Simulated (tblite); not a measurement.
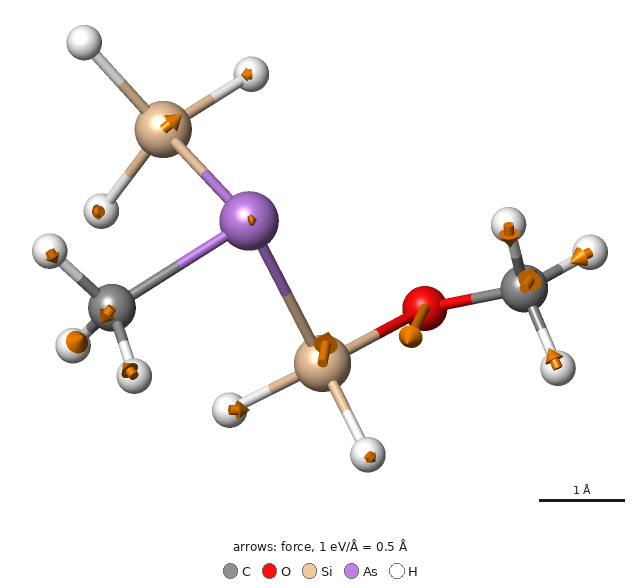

Starting geometry of C$_{2}$H$_{11}$AsOSi$_{2}$ with the computed forces as orange arrows. The picture is a ball-and-stick view, seen at a tilt.

Theory: GFN2-xTB geometry optimisation, gas phase (tblite 0.8.0). 

What follows when this structure is relaxed?

Answer. It isn't relaxed: the largest force vector, on the O atom, is 2.32 eV/Å. The final displacements follow the starting forces only in part (cosine between the two patterns 0.31). The energy falls by 0.408 eV in 81 geometry steps. An H atom moves most after the best rigid fit: 0.47 Å. By element the largest moves are H 0.47 Å, O 0.45 Å, Si 0.19 Å, As 0.14 Å, C 0.07 Å. Among the contacts that change: O–Si 1.725 → 1.629 Å, C–O 1.423 → 1.387 Å, C–H 1.115 → 1.090 Å, H–Si 1.481 → 1.464 Å. Among the angles between lasting bonds that change: C–O–Si 108.1° → 126.2°, As–Si–H 108.6° → 120.3°, O–Si–H 108.5° → 97.5°. Groups turn about O–Si by about 25°.
